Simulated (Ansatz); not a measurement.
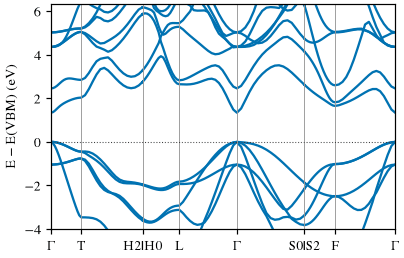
Figure: Band structure from r²SCAN in the plane-wave PAW code Ansatz

### Question
Read off the gap and where the band edges lie.

### Answer
About 1.3 eV (1.34 eV by a search for the band edges); maximum at Γ, minimum at Γ.

The material is AlGaAs2 in space group R3m (No. 160; Al on 3a, Ga on 3a, As on 3a, As on 3a).

The workflow started from a Materials Project entry (that database holds measured and hypothetical structures alike); the Crystallography Open Database copy checked does not list it. With Al and Ga taken as one species the cell has the higher symmetry F-43m, so it may be an ordered model of a mixed-site phase. Its standing as an ambient phase is unchecked. The r²SCAN relaxation kept the symmetry of its start; its stability against distortions is not shown here. Spin–orbit coupling is left out wherever it is not named.

Potentials: the later of the program's two PAW sets.
